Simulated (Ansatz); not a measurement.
# The potential step between two gates: 2H-MoSSe under 1T-SnO2, AB

Two oppositely charged gates put a neutral stack in a displacement field D. The voltage between them is D/ε₀ times an electrical distance, shorter than the real one because the stack screens.

Set-up. Ansatz 0.2.0, plane waves with PAW datasets (its set soft_2), PBE-D3(BJ); isolated slab, charged sheets 5 Å from the outer atoms behind model barriers, atoms held. Voltages count from the uncharged case.

| run | D/ε₀ (V/nm) | step in an electron's potential, upper less lower gate (eV) |
| --- | --- | --- |
| run 1 | −1.810 | −1.679 |
| run 2 | 0.000 | 0.000 |
| run 3 | 0.905 | 0.844 |
| run 4 | 1.810 | 1.691 |
| run 5 | 2.714 | 2.540 |
| run 6 | 3.619 | ? |

Q: Estimate the withheld value from the rows shown.

A least-squares line through the 5 rows shown has slope 0.9325 and intercept 0.0043; no row lies more than 0.005 eV off it. The size of the slope, 0.932 nm, is the electrical distance; the sheets are 1.801 nm apart, and screening reaches beyond the outer atoms. At 3.619 it gives 0.9325 × 3.619 + 0.0043 = 3.379 eV, beyond the rows fitted. Rounding and scatter of the rows alone allow about ±0.006 eV there.

The run itself gives 3.391 eV: a miss of +0.012 eV, or 0.4 % of the value. Screening stays linear to within 1 % over this range.

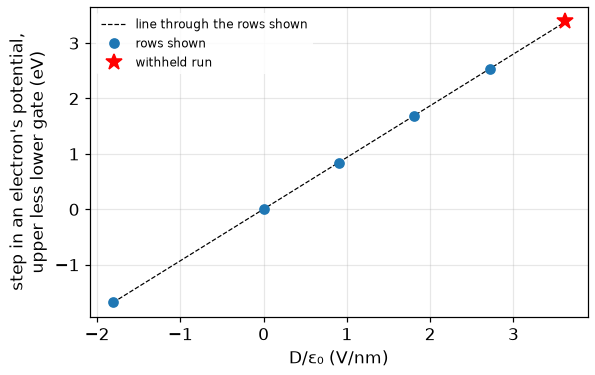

The fit and the withheld run.

**Limits.** The gates are model sheets, not atoms.
